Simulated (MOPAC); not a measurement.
Run report: Ge2H6O, geometry relaxation (part 2 of 2)

Ge2H6O; PM7, closed shell, dispersion built in (MOPAC 23.2.5). The atoms were displaced at random from an optimised geometry.

Geometry of the input (Å):
```
O  -1.6560  1.0982  -0.8211
Ge 0.0527  1.0135  -0.2805
Ge 0.5191  -1.1444  0.6874
H  -1.8172  0.5105  -1.5540
H  0.9868  1.2984  -1.4719
H  0.1648  2.1420  0.7506
H  1.9828  -1.2767  1.0763
H  0.1767  -2.2791  -0.3610
H  -0.3605  -1.4004  1.9393
```

Trajectory as extended XYZ (Å, eV, eV/Å), 24 of the 83 frames kept, from step=0 to step=82
```
9
Properties=species:S:1:pos:R:3:forces:R:3 step=0 energy=-0.74560
O    -1.6560    1.0982   -0.8211    1.5561  -0.4860  -0.1007
Ge    0.0527    1.0135   -0.2805   -0.7028   0.7308  -0.3527
Ge    0.5191   -1.1444    0.6874   -0.1800  -1.1884   0.0715
H    -1.8172    0.5105   -1.5540   -0.4101   0.3028   0.2251
H     0.9868    1.2984   -1.4719   -0.3566  -0.0901   0.2197
H     0.1648    2.1420    0.7506   -0.1259  -0.1567  -0.1083
H     1.9828   -1.2767    1.0763   -0.1693   0.0849  -0.0785
H     0.1767   -2.2791   -0.3610    0.1630   0.6489   0.5315
H    -0.3605   -1.4004    1.9393    0.2257   0.1538  -0.4076
9
Properties=species:S:1:pos:R:3:forces:R:3 step=4 energy=-0.93853
O    -1.5566    1.0546   -0.8207   -0.0260  -0.0384  -0.2493
Ge    0.0276    1.0368   -0.2812    0.6413   0.1146   0.1171
Ge    0.5108   -1.1607    0.6866    0.0211  -0.3641   0.0594
H    -1.8842    0.5423   -1.5098   -0.3750   0.0357  -0.0236
H     0.9543    1.2870   -1.4763   -0.1536  -0.0135   0.0888
H     0.1517    2.1467    0.7504   -0.1270  -0.0119   0.0053
H     1.9793   -1.2559    1.0389   -0.0356   0.0512   0.0047
H     0.1735   -2.2457   -0.3375    0.0057   0.1659   0.0909
H    -0.3544   -1.3661    1.9251    0.0491   0.0605  -0.0932
9
Properties=species:S:1:pos:R:3:forces:R:3 step=7 energy=-0.97953
O    -1.5334    1.0322   -0.8525   -0.0134   0.0207  -0.0951
Ge    0.0429    1.0460   -0.2653    0.0074  -0.1300  -0.1341
Ge    0.5066   -1.1737    0.6882    0.0800   0.0431   0.0107
H    -1.9886    0.5571   -1.4842    0.0043   0.0982   0.1740
H     0.9101    1.2828   -1.4880    0.0755   0.0474  -0.0272
H     0.1186    2.1596    0.7562   -0.1319   0.0072   0.0062
H     1.9799   -1.2247    1.0060    0.0447  -0.0245   0.0568
H     0.1604   -2.2177   -0.3491   -0.0499  -0.0297  -0.0184
H    -0.3469   -1.3273    1.9280   -0.0168  -0.0323   0.0271
9
Properties=species:S:1:pos:R:3:forces:R:3 step=11 energy=-1.00300
O    -1.5082    1.0741   -0.8977   -0.0379  -0.0040   0.0206
Ge    0.0432    1.0272   -0.2746    0.0054   0.0844  -0.0653
Ge    0.5232   -1.1830    0.6952   -0.0283   0.0930   0.0111
H    -2.1164    0.5850   -1.3389   -0.0586  -0.0244   0.0133
H     0.9050    1.3310   -1.4877    0.0988  -0.0034   0.0192
H     0.0250    2.1420    0.7583   -0.0019  -0.0324   0.0082
H     1.9845   -1.2205    1.0727   -0.0289  -0.0560  -0.0534
H     0.1413   -2.1996   -0.3601    0.0672  -0.0316   0.0399
H    -0.3494   -1.3362    1.9246   -0.0158  -0.0256   0.0064
9
Properties=species:S:1:pos:R:3:forces:R:3 step=14 energy=-1.00922
O    -1.5124    1.0817   -0.9001    0.0383  -0.0216  -0.0100
Ge    0.0443    1.0291   -0.2867   -0.0103   0.0120   0.0401
Ge    0.5238   -1.1769    0.6994   -0.0949  -0.0259  -0.0503
H    -2.1336    0.5746   -1.3027   -0.0549  -0.0200  -0.0008
H     0.9397    1.3468   -1.4686    0.0279  -0.0061  -0.0002
H     0.0056    2.1167    0.7735    0.0178   0.0170   0.0162
H     1.9824   -1.2518    1.0622    0.0465   0.0086  -0.0009
H     0.1541   -2.2193   -0.3387    0.0319  -0.0020  -0.0152
H    -0.3556   -1.3641    1.9194   -0.0023   0.0381   0.0210
9
Properties=species:S:1:pos:R:3:forces:R:3 step=18 energy=-1.01219
O    -1.4987    1.0662   -0.9160   -0.0616  -0.0229  -0.0523
Ge    0.0471    1.0334   -0.2813   -0.0248  -0.0079  -0.0027
Ge    0.5162   -1.1777    0.6950    0.0661   0.0054   0.0009
H    -2.1712    0.5715   -1.2490    0.0754   0.0302   0.0517
H     0.9529    1.3493   -1.4587   -0.0029  -0.0005   0.0224
H    -0.0049    2.1207    0.7796    0.0130  -0.0023  -0.0097
H     1.9874   -1.2481    1.0445   -0.0607   0.0083  -0.0049
H     0.1640   -2.2222   -0.3444   -0.0105  -0.0041   0.0058
H    -0.3499   -1.3354    1.9279    0.0060  -0.0061  -0.0112
9
Properties=species:S:1:pos:R:3:forces:R:3 step=21 energy=-1.01330
O    -1.4952    1.0723   -0.9305    0.0469   0.0146  -0.0088
Ge    0.0442    1.0312   -0.2810    0.0053   0.0286   0.0146
Ge    0.5180   -1.1792    0.6938   -0.0040   0.0210  -0.0063
H    -2.1832    0.5684   -1.2007   -0.0448  -0.0318  -0.0099
H     0.9658    1.3545   -1.4438   -0.0112  -0.0057  -0.0032
H    -0.0113    2.1207    0.7779    0.0141  -0.0041   0.0071
H     1.9833   -1.2473    1.0464    0.0189   0.0071   0.0066
H     0.1663   -2.2269   -0.3415   -0.0158  -0.0108  -0.0022
H    -0.3478   -1.3271    1.9273   -0.0092  -0.0188   0.0023
9
Properties=species:S:1:pos:R:3:forces:R:3 step=25 energy=-1.01401
O    -1.4890    1.0694   -0.9434   -0.0300  -0.0270  -0.0161
Ge    0.0439    1.0342   -0.2779   -0.0020  -0.0102  -0.0063
Ge    0.5173   -1.1788    0.6918    0.0004  -0.0001   0.0121
H    -2.1961    0.5628   -1.1681    0.0344   0.0237   0.0166
H     0.9649    1.3505   -1.4434   -0.0005   0.0070   0.0009
H    -0.0091    2.1195    0.7838    0.0051   0.0017  -0.0026
H     1.9843   -1.2429    1.0449   -0.0074   0.0018  -0.0045
H     0.1605   -2.2330   -0.3368    0.0004   0.0125   0.0009
H    -0.3473   -1.3315    1.9267   -0.0004  -0.0095  -0.0011
9
Properties=species:S:1:pos:R:3:forces:R:3 step=29 energy=-1.01437
O    -1.4832    1.0645   -0.9562    0.0164   0.0006   0.0052
Ge    0.0441    1.0348   -0.2771    0.0057   0.0030  -0.0024
Ge    0.5155   -1.1785    0.6925    0.0018   0.0074   0.0019
H    -2.2076    0.5638   -1.1249   -0.0174  -0.0023  -0.0047
H     0.9693    1.3577   -1.4379   -0.0031  -0.0019  -0.0023
H    -0.0091    2.1205    0.7844   -0.0035   0.0000  -0.0006
H     1.9840   -1.2380    1.0384   -0.0018  -0.0052   0.0032
H     0.1581   -2.2272   -0.3414    0.0003   0.0043  -0.0015
H    -0.3465   -1.3391    1.9273    0.0016  -0.0059   0.0012
9
Properties=species:S:1:pos:R:3:forces:R:3 step=32 energy=-1.01446
O    -1.4816    1.0618   -0.9573   -0.0064  -0.0054  -0.0041
Ge    0.0451    1.0349   -0.2777   -0.0031   0.0039   0.0032
Ge    0.5150   -1.1779    0.6934    0.0072   0.0028  -0.0021
H    -2.2129    0.5682   -1.1187    0.0036   0.0057   0.0019
H     0.9675    1.3605   -1.4398   -0.0001  -0.0049   0.0004
H    -0.0117    2.1200    0.7842   -0.0001   0.0026   0.0003
H     1.9838   -1.2387    1.0390   -0.0062  -0.0057   0.0020
H     0.1566   -2.2219   -0.3452    0.0028   0.0005  -0.0008
H    -0.3468   -1.3456    1.9273    0.0022   0.0005  -0.0009
9
Properties=species:S:1:pos:R:3:forces:R:3 step=36 energy=-1.01452
O    -1.4794    1.0582   -0.9618   -0.0025   0.0006  -0.0010
Ge    0.0450    1.0359   -0.2768   -0.0016  -0.0013   0.0007
Ge    0.5152   -1.1774    0.6929    0.0008  -0.0009   0.0014
H    -2.2202    0.5731   -1.1029    0.0027   0.0023   0.0009
H     0.9687    1.3581   -1.4390   -0.0010  -0.0015   0.0002
H    -0.0135    2.1227    0.7827   -0.0004   0.0012  -0.0003
H     1.9820   -1.2441    1.0427    0.0068  -0.0008  -0.0017
H     0.1567   -2.2183   -0.3490    0.0013   0.0002   0.0004
H    -0.3458   -1.3474    1.9269   -0.0060   0.0002  -0.0006
9
Properties=species:S:1:pos:R:3:forces:R:3 step=39 energy=-1.01453
O    -1.4793    1.0586   -0.9627    0.0016   0.0005   0.0012
Ge    0.0447    1.0357   -0.2766    0.0007  -0.0004   0.0005
Ge    0.5156   -1.1775    0.6933    0.0036   0.0002  -0.0005
H    -2.2209    0.5743   -1.1015   -0.0022  -0.0001  -0.0003
H     0.9686    1.3570   -1.4389   -0.0001  -0.0009  -0.0001
H    -0.0140    2.1236    0.7819    0.0002  -0.0001   0.0001
H     1.9832   -1.2454    1.0420   -0.0031   0.0010  -0.0010
H     0.1570   -2.2176   -0.3494    0.0011  -0.0003   0.0002
H    -0.3470   -1.3477    1.9261   -0.0019   0.0001  -0.0001
9
Properties=species:S:1:pos:R:3:forces:R:3 step=43 energy=-1.01453
O    -1.4790    1.0580   -0.9630   -0.0007   0.0009  -0.0002
Ge    0.0448    1.0358   -0.2766    0.0001  -0.0006   0.0003
Ge    0.5156   -1.1774    0.6932    0.0010  -0.0003  -0.0001
H    -2.2224    0.5757   -1.0990    0.0003   0.0004   0.0002
H     0.9689    1.3565   -1.4389   -0.0009  -0.0004   0.0000
H    -0.0142    2.1238    0.7817    0.0007   0.0001   0.0001
H     1.9828   -1.2448    1.0427   -0.0010   0.0002  -0.0004
H     0.1575   -2.2173   -0.3500    0.0018  -0.0003   0.0004
H    -0.3478   -1.3481    1.9255   -0.0014   0.0001  -0.0002
9
Properties=species:S:1:pos:R:3:forces:R:3 step=46 energy=-1.01453
O    -1.4792    1.0585   -0.9625    0.0012   0.0017  -0.0004
Ge    0.0447    1.0356   -0.2767    0.0001   0.0000  -0.0004
Ge    0.5158   -1.1775    0.6931   -0.0028  -0.0003   0.0006
H    -2.2228    0.5767   -1.0989   -0.0013  -0.0009  -0.0002
H     0.9691    1.3553   -1.4391   -0.0016   0.0006  -0.0002
H    -0.0140    2.1239    0.7814    0.0016  -0.0001   0.0000
H     1.9827   -1.2435    1.0437   -0.0003  -0.0008   0.0006
H     0.1588   -2.2181   -0.3497    0.0026   0.0001  -0.0002
H    -0.3495   -1.3479    1.9242    0.0005  -0.0003   0.0002
9
Properties=species:S:1:pos:R:3:forces:R:3 step=50 energy=-1.01457
O    -1.4851    1.0685   -0.9526   -0.0011  -0.0022   0.0019
Ge    0.0454    1.0316   -0.2827    0.0000  -0.0005   0.0012
Ge    0.5167   -1.1788    0.6937    0.0089  -0.0044  -0.0008
H    -2.2368    0.5968   -1.0792    0.0011  -0.0030   0.0013
H     0.9583    1.3414   -1.4567    0.0013   0.0001   0.0013
H     0.0082    2.1218    0.7745    0.0016   0.0022  -0.0018
H     1.9735   -1.2183    1.0914   -0.0113  -0.0008  -0.0028
H     0.2138   -2.2256   -0.3602   -0.0001   0.0085   0.0064
H    -0.3819   -1.3656    1.8986   -0.0004   0.0002  -0.0066
9
Properties=species:S:1:pos:R:3:forces:R:3 step=53 energy=-1.01456
O    -1.4859    1.0693   -0.9523    0.0116   0.0044   0.0070
Ge    0.0455    1.0305   -0.2845    0.0034   0.0010  -0.0009
Ge    0.5174   -1.1789    0.6937   -0.0077   0.0002  -0.0024
H    -2.2488    0.6100   -1.0514   -0.0091  -0.0097  -0.0017
H     0.9562    1.3318   -1.4625    0.0003   0.0021  -0.0041
H     0.0186    2.1254    0.7678   -0.0012   0.0009   0.0005
H     1.9668   -1.2076    1.1144    0.0034  -0.0023   0.0024
H     0.2385   -2.2244   -0.3677    0.0002   0.0028  -0.0002
H    -0.4006   -1.3766    1.8819   -0.0009   0.0007  -0.0006
9
Properties=species:S:1:pos:R:3:forces:R:3 step=57 energy=-1.01464
O    -1.4887    1.0704   -0.9433   -0.0129  -0.0060  -0.0016
Ge    0.0471    1.0309   -0.2860    0.0032   0.0009   0.0005
Ge    0.5163   -1.1786    0.6935    0.0120  -0.0005   0.0007
H    -2.2402    0.5975   -1.0702    0.0137   0.0040   0.0045
H     0.9526    1.3345   -1.4676   -0.0015  -0.0025   0.0028
H     0.0227    2.1253    0.7673   -0.0010   0.0002  -0.0015
H     1.9653   -1.2095    1.1192   -0.0080   0.0001  -0.0032
H     0.2406   -2.2240   -0.3685   -0.0014   0.0023   0.0007
H    -0.4031   -1.3757    1.8807   -0.0043   0.0015  -0.0029
9
Properties=species:S:1:pos:R:3:forces:R:3 step=61 energy=-1.01435
O    -1.5050    1.0799   -0.9032    0.0418   0.0143   0.0101
Ge    0.0533    1.0272   -0.2993    0.0034   0.0031  -0.0050
Ge    0.5171   -1.1781    0.6920   -0.0150  -0.0248   0.0143
H    -2.2536    0.6033   -1.0251   -0.0142  -0.0098  -0.0006
H     0.9294    1.2945   -1.5122   -0.0144  -0.0012   0.0018
H     0.0841    2.1427    0.7325   -0.0099  -0.0155  -0.0054
H     1.9259   -1.1698    1.2411   -0.0517  -0.0057  -0.0169
H     0.3593   -2.2186   -0.4022    0.0122   0.0327   0.0423
H    -0.5017   -1.4150    1.7933    0.0479   0.0068  -0.0406
9
Properties=species:S:1:pos:R:3:forces:R:3 step=64 energy=-1.01475
O    -1.4960    1.0750   -0.9248   -0.0044  -0.0025  -0.0010
Ge    0.0503    1.0290   -0.2927    0.0039   0.0013   0.0014
Ge    0.5165   -1.1783    0.6927    0.0004  -0.0016   0.0059
H    -2.2481    0.6014   -1.0444    0.0076   0.0023   0.0024
H     0.9411    1.3158   -1.4895   -0.0036  -0.0003   0.0003
H     0.0507    2.1321    0.7519   -0.0017  -0.0021  -0.0014
H     1.9463   -1.1895    1.1785   -0.0081  -0.0009  -0.0025
H     0.2989   -2.2215   -0.3847    0.0014   0.0013   0.0019
H    -0.4505   -1.3951    1.8392    0.0045   0.0024  -0.0071
9
Properties=species:S:1:pos:R:3:forces:R:3 step=68 energy=-1.01477
O    -1.4993    1.0767   -0.9152    0.0021  -0.0005   0.0006
Ge    0.0527    1.0283   -0.2965   -0.0002  -0.0003   0.0001
Ge    0.5160   -1.1780    0.6922    0.0012  -0.0010   0.0007
H    -2.2516    0.6017   -1.0264   -0.0028   0.0001  -0.0009
H     0.9334    1.3066   -1.5025   -0.0008   0.0027   0.0004
H     0.0641    2.1344    0.7446    0.0013   0.0012  -0.0008
H     1.9340   -1.1801    1.2104   -0.0015  -0.0006   0.0002
H     0.3311   -2.2190   -0.3930    0.0002  -0.0017   0.0013
H    -0.4753   -1.4045    1.8154    0.0004   0.0000  -0.0015
9
Properties=species:S:1:pos:R:3:forces:R:3 step=71 energy=-1.01478
O    -1.5012    1.0788   -0.9101   -0.0013  -0.0006  -0.0012
Ge    0.0531    1.0276   -0.2981    0.0012   0.0000   0.0004
Ge    0.5162   -1.1782    0.6921    0.0013   0.0003   0.0023
H    -2.2527    0.6039   -1.0276    0.0014   0.0006   0.0011
H     0.9299    1.3046   -1.5072   -0.0010   0.0002   0.0003
H     0.0705    2.1349    0.7417    0.0001  -0.0004  -0.0001
H     1.9298   -1.1754    1.2225   -0.0024  -0.0001  -0.0006
H     0.3439   -2.2209   -0.3935    0.0001  -0.0006  -0.0006
H    -0.4836   -1.4079    1.8072    0.0006   0.0006  -0.0017
9
Properties=species:S:1:pos:R:3:forces:R:3 step=75 energy=-1.01478
O    -1.5029    1.0800   -0.9055    0.0012   0.0008  -0.0008
Ge    0.0539    1.0271   -0.2998   -0.0007   0.0001   0.0002
Ge    0.5162   -1.1782    0.6919    0.0006  -0.0003  -0.0009
H    -2.2544    0.6054   -1.0224   -0.0010  -0.0008   0.0006
H     0.9263    1.3015   -1.5127    0.0001   0.0000   0.0001
H     0.0767    2.1357    0.7386    0.0004  -0.0004   0.0001
H     1.9243   -1.1707    1.2364   -0.0002  -0.0002   0.0001
H     0.3581   -2.2210   -0.3958    0.0003   0.0009   0.0006
H    -0.4939   -1.4117    1.7969   -0.0007  -0.0002   0.0001
9
Properties=species:S:1:pos:R:3:forces:R:3 step=78 energy=-1.01476
O    -1.5058    1.0824   -0.8974    0.0016   0.0013   0.0005
Ge    0.0556    1.0257   -0.3040    0.0015  -0.0001   0.0007
Ge    0.5163   -1.1783    0.6915    0.0009  -0.0027   0.0063
H    -2.2633    0.6133   -0.9970   -0.0007  -0.0007  -0.0004
H     0.9183    1.2930   -1.5256   -0.0012  -0.0012   0.0013
H     0.0926    2.1377    0.7304   -0.0003  -0.0019  -0.0011
H     1.9099   -1.1587    1.2730   -0.0096   0.0003  -0.0036
H     0.3965   -2.2202   -0.4020    0.0003   0.0039   0.0033
H    -0.5204   -1.4241    1.7698    0.0075   0.0010  -0.0070
9
Properties=species:S:1:pos:R:3:forces:R:3 step=82 energy=-1.01477
O    -1.5053    1.0820   -0.8988    0.0004   0.0007   0.0005
Ge    0.0554    1.0259   -0.3034   -0.0004   0.0000  -0.0001
Ge    0.5163   -1.1783    0.6916   -0.0007  -0.0006  -0.0001
H    -2.2625    0.6125   -0.9991   -0.0002  -0.0002  -0.0003
H     0.9192    1.2940   -1.5239    0.0004  -0.0006   0.0001
H     0.0904    2.1373    0.7315    0.0000  -0.0004  -0.0001
H     1.9114   -1.1601    1.2681   -0.0008   0.0002  -0.0001
H     0.3914   -2.2199   -0.4014    0.0004   0.0013   0.0007
H    -0.5168   -1.4226    1.7730    0.0010  -0.0002  -0.0006
```

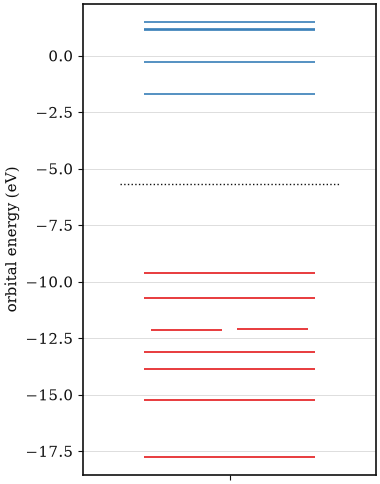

**Figure 1.** Orbital energies near the frontier; the dotted line parts filled from empty levels, and levels within 0.02 eV of each other stand side by side. Highest filled −9.63 eV, lowest empty −1.69 eV, 7.94 eV apart.

Results in brief

| quantity | value |
| --- | --- |
| outcome | converged |
| total energy | −20.264948 hartree |
| dispersion energy | −0.000349 hartree |
| heat of formation | −23.40 kcal/mol |
| basis functions | 18 |
| largest force | 0.002 eV/Å |
| HOMO | −9.63 eV |
| LUMO | −1.69 eV |
| dipole moment | 2.18 D |
| peak memory | 0.071 GiB |

Notes

Notes on the run: HEAT OF FORMATION IS ESSENTIALLY STATIONARY. MOPAC's energies along a path are heats of formation.
